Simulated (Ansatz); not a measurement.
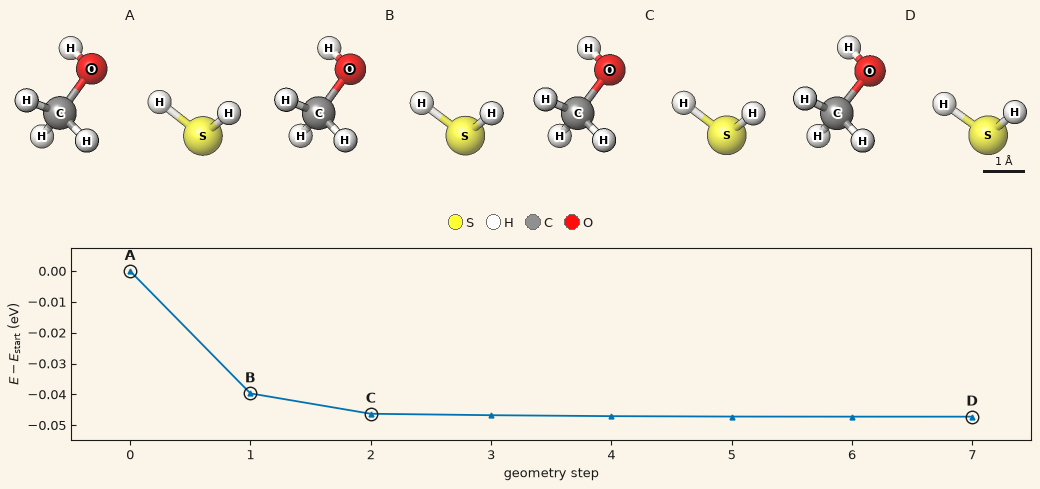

Frames of a relaxation of CH$_{6}$OS, marked on the history of the run. A ball-and-stick model, seen at a tilt.

Level of theory: Ansatz, RKS PBE0-D4/def2-TZVP.

Input
```yaml
crystal:
  periodic: [false, false, false]
  atoms:
    - {symbol: S, position_ang: [-0.261370, -0.508699, -2.534566]}
    - {symbol: H, position_ang: [-0.516495, 0.121322, -1.338474]}
    - {symbol: H, position_ang: [0.557762, 0.500939, -2.933897]}
    - {symbol: C, position_ang: [0.309814, -0.237538, 1.196051]}
    - {symbol: O, position_ang: [-0.427850, 0.766306, 0.513768]}
    - {symbol: H, position_ang: [1.133904, -0.549246, 0.523831]}
    - {symbol: H, position_ang: [-0.294070, -1.146292, 1.423707]}
    - {symbol: H, position_ang: [0.755780, 0.135134, 2.147651]}
    - {symbol: H, position_ang: [-1.257576, 0.918173, 1.001931]}
basis:
  gaussian: {orbitals: def2-TZVP}
hamiltonian: {xc: pbe0, dispersion: d4}
relax: {f_tol: 0.005, max_steps: 200}
```

Run as
```bash
ansatz run in.yaml --threads 4 --pin off --events-out ev --progress --plain --max-ram 9574MiB
```

Question: What happens along the run?

Answer: The atom that moves furthest after the best rigid fit is H3 (0.15 Å). Largest moves by element: H 0.15 Å, S 0.13 Å, O 0.07 Å, C 0.07 Å. Near-neighbour distances that change, for instance: S1–H2 1.376 → 1.350 Å, C4–H8 1.115 → 1.096 Å, S1–H3 1.360 → 1.341 Å, C4–H7 1.115 → 1.096 Å. Over 7 geometry steps the energy falls by 0.047 eV. The largest force component goes from 0.64 to 0.0009 eV/Å. Cost: 12 s on 4 threads of Arm Neoverse V1, on a shared host. From step 0 to 1: H3 moves most (0.07 Å), energy −0.040 eV. From step 1 to 2: H2 moves most (0.05 Å), energy −0.007 eV. From step 2 to 7: H3 moves most (0.05 Å), energy −0.001 eV.

```
step  E − E(0), eV  largest force component, eV/Å
   0        0.0000                         0.6440
   1       -0.0397                         0.2770
   2       -0.0463                         0.0298
   3       -0.0467                         0.0273
   4       -0.0471                         0.0169
   5       -0.0472                         0.0141
   6       -0.0472                         0.0048
   7       -0.0472                         0.0009
```
